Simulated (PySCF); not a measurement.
Input file:

```
{"job": {"kind": "nmr", "xc": "PBE0", "basis": "pcSseg-1"}, "charge": 0, "multiplicity": 1}
C      3.676081    -0.116202    -0.949556
N      2.805712     0.360756    -0.170640
N      1.532099     0.392692    -0.295873
C      0.632511    -0.348888     0.183806
C     -0.822746     0.009733     0.077791
C     -1.551760    -1.129542    -0.645328
C     -1.382539     0.155597     1.498726
C     -1.004980     1.316858    -0.691095
H      3.447399    -0.717007    -1.827860
H      4.708617     0.097282    -0.731052
H      0.865406    -1.279079     0.709620
H     -2.615004    -0.910452    -0.709391
H     -1.162159    -1.249527    -1.653840
H     -1.424591    -2.069597    -0.112292
H     -0.876290     0.963366     2.022626
H     -2.446262     0.379389     1.461098
H     -1.242973    -0.764077     2.063287
H     -0.471311     2.122149    -0.194384
H     -2.059369     1.576730    -0.748418
H     -0.612989     1.220497    -1.699957
```

Command:

```sh
OMP_NUM_THREADS=1 python probes_run.py task.json out
```

Geometry: GFN2-xTB.

Theory: PBE0/pcSseg-1, SCF density, gas phase, non-relativistic in PySCF.

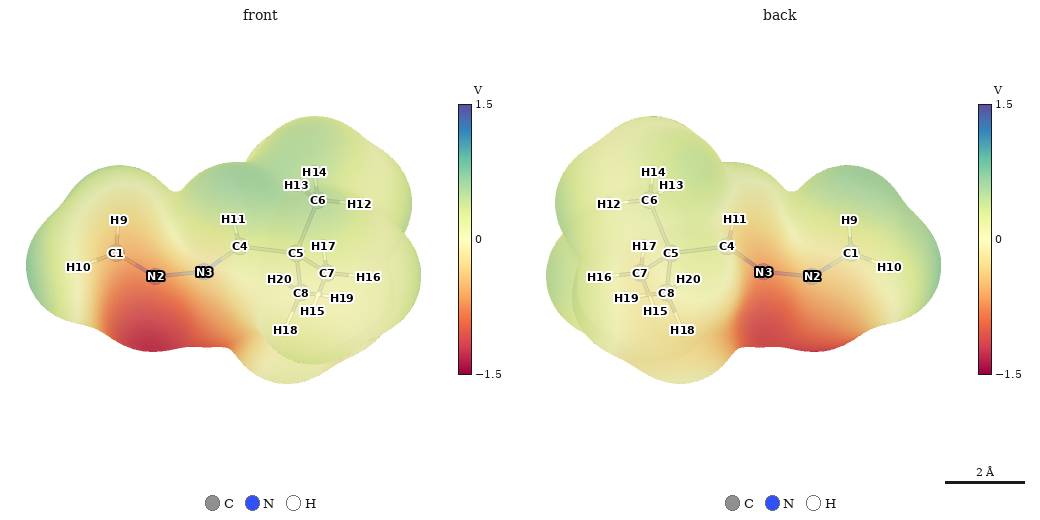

C6H12N2 (SMILES C=N/N=C/C(C)(C)C). The electrostatic potential painted on the density surface at 0.001 e/bohr³, seen from the front and from behind; the colour scale runs from red (negative) to blue (positive).

Where is the surface potential most negative and most positive?

Answer. The most negative region (about −1.3 V) lies over N2, the most positive (about +0.6 V) over H9, H10 and H11. N2 is the likeliest acceptor of a hydrogen bond.

What dipole moment does the calculation give?

Answer. Its dipole moment is 1.60 D.
